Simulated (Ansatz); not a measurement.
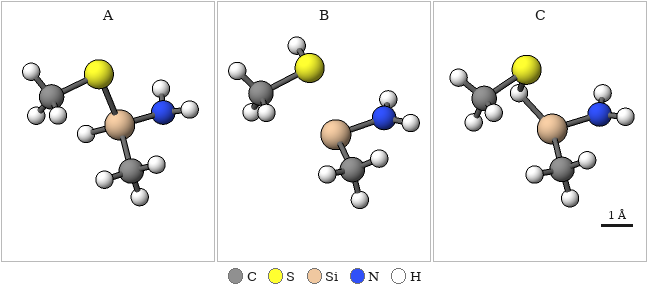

3 geometries from a converged minimum-energy path of C2H9NSSi, shuffled. The picture is a ball-and-stick view, seen at a tilt.

The calculation used RKS B3LYP/cc-pVDZ (Ansatz). Run with 7 movable images; climbing image; force threshold 0.05 eV/Å; iteration limit 60; starting path through a guess of the saddle point.

Q: Which frame is the top of the path?

A: C. In order along the path, whose images run from 0 to 8: A (image 1, +1.0 kJ/mol), C (image 4, +233.3 kJ/mol), B (image 7, +176.0 kJ/mol). Breaking: S–Si (2.19 → 3.19 Å), H–Si (1.50 → 3.40 Å). Forming: H–S (2.99 → 1.36 Å).
